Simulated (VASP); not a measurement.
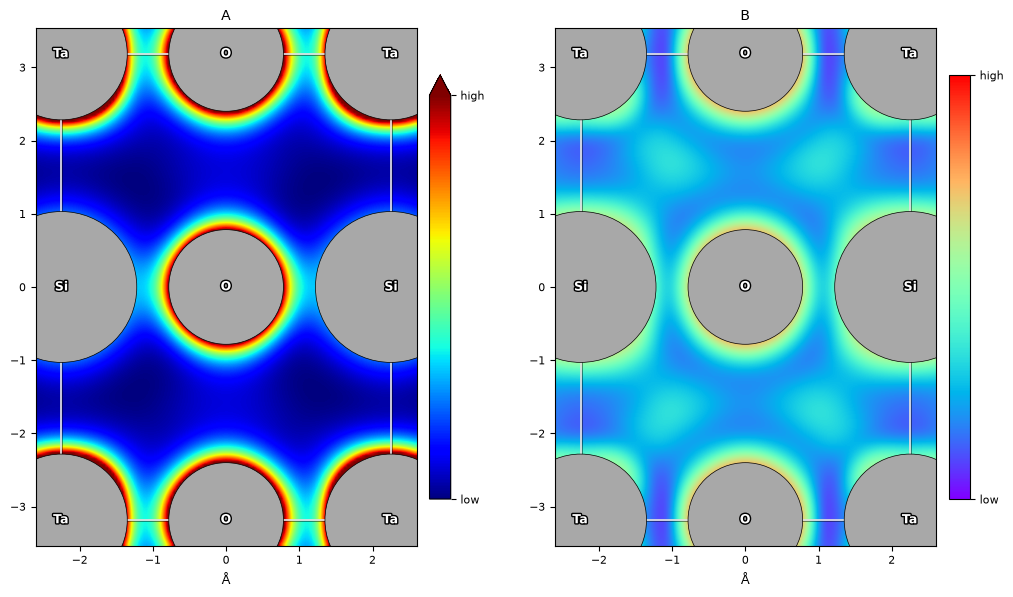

Ta3SiO4: 2 fields on the (110) plane of the conventional cell, with unlabelled colour scales. Grey discs cover the atomic cores.

Space group Pm-3m; a generated structure, not necessarily the stable one.

The calculation used Kohn-Sham DFT of a periodic cell, PBE, VASP PAW PBE potentials, recommended in VASP 6.6.1.

### The panels show electron localisation function and valence pseudo-density in some order. Assign them.

Panel A: valence pseudo-density. Panel B: electron localisation function. From the grid: Ta–O (2.25 Å): the density is about 0.39 e/Å³ at the midpoint; the ELF peaks at about 0.85 in the valence shell of O, 0.6 Å from its nucleus, and drops to about 0.10 between the two atoms; no localised pair shows between them. Ta–Si (3.18 Å): the density is about 0.17 e/Å³ at the midpoint; the ELF is about 0.15 at the midpoint; no shared electron pair shows on this line.
